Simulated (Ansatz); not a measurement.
**Fields on a plane of Sc3InN (anti-perovskite)**

```xyz
5
Lattice="4.4159 0.0000 0.0000 0.0000 4.4159 0.0000 0.0000 0.0000 4.4159" Properties=species:S:1:pos:R:3 pbc="T T T"
Sc     2.2080     2.2080     0.0000
Sc     0.0000     2.2080     2.2080
Sc     2.2080     0.0000     2.2080
In     0.0000     0.0000     0.0000
N      2.2080     2.2080     2.2080
```

The slice is a {210} plane (indices of the conventional cell) through the point (0.500, 0.500, 0.500) (fractional), spanned by u = [100] and v = [021] in vectors of this cell: u (4.42 Å) and v (9.87 Å, at 90° to u). It covers one period; positions are fractions (u, v).

Atoms on it: Sc at (0.00, 0.50); Sc at (0.50, 0.00); N at (0.00, 0.00). Other atoms lie within 1 Å of the plane.

All values below come from PBEsol (plane waves to 420 eV, PAW, scalar-relativistic; Ansatz, an electronic-structure program). k mesh 11×11×11. Inside the PAW spheres the values are not all-electron values, and peaks at nuclei hang on which shells count as valence. Sc3InN is run without spin polarisation. Sc3InN was relaxed with its symmetry unable to fall.

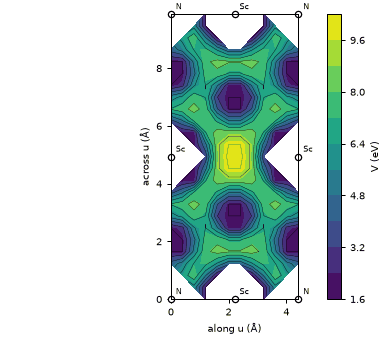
*Electrostatic potential energy of an electron, from the cell's mean, in eV, one period of the plane, atoms marked. Points within 0.9 Å of a nucleus are left white, as the pseudised field means little there. Values under 2 eV are set to 2. The zero, the cell's mean, hangs on the PAW cores.*

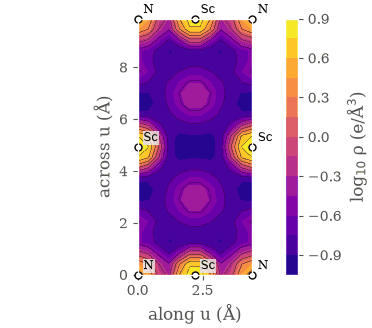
Figure. Log₁₀ of the valence density in e/Å³, one period of the plane, atoms marked. The scale is logarithmic, as a density can span decades between atoms and voids.
